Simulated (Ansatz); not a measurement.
Input

```
crystal:
  periodic: [false, false, false]
  atoms:
    - {symbol: O, position_ang: [0.644100, -0.211040, 0.331100]}
    - {symbol: Si, position_ang: [-0.644100, 0.211040, -0.331100]}
basis:
  gaussian: {orbitals: def2-TZVPP}
hamiltonian: {xc: pbe0, dispersion: d4}
output: {orbitals: {seedname: orbitals}}
```

Command:

```sh
ansatz run in.yaml --threads 2 --pin off --events-out ev --progress --plain --max-ram 20480MiB --backend cpu
```

Geometry: PBE0-D4/def2-TZVP.

Level of theory: RKS PBE0-D4/def2-TZVPP in Ansatz.

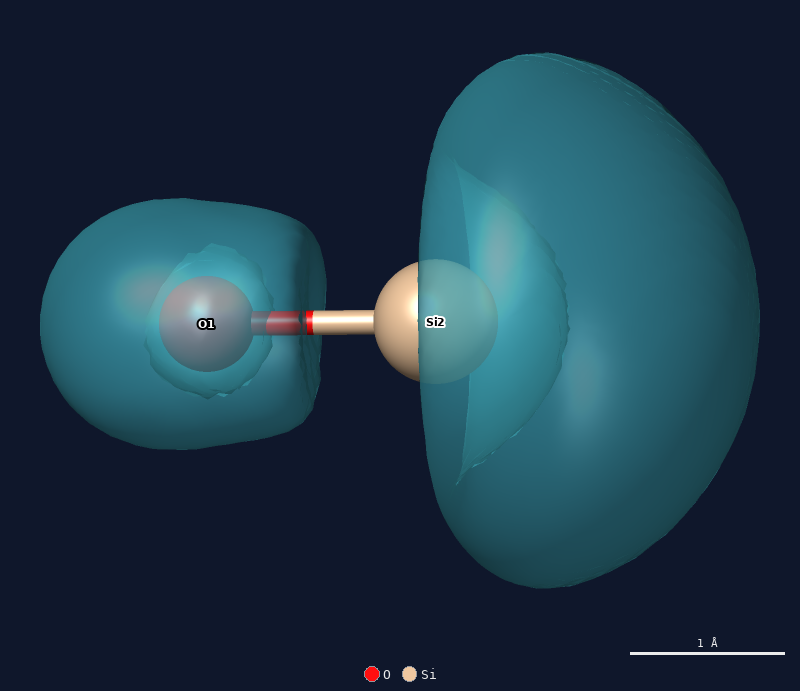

SiO. Isosurface of the ELF at 0.75 (cyan), seen from one side. Only the valence region is drawn (cores and ρ < 0.01 e/Å³ removed).

**Where are the electrons localised?**

The surface consists of one lobe on Si, pointing away from the bonds (lone pairs) and one region wrapped around O (its lone pairs, merged into a ring or cap). Profiles from the grid: Si–O (1.51 Å): the ELF peaks at about 0.85 between the atoms, as expected for a polar covalent bond.
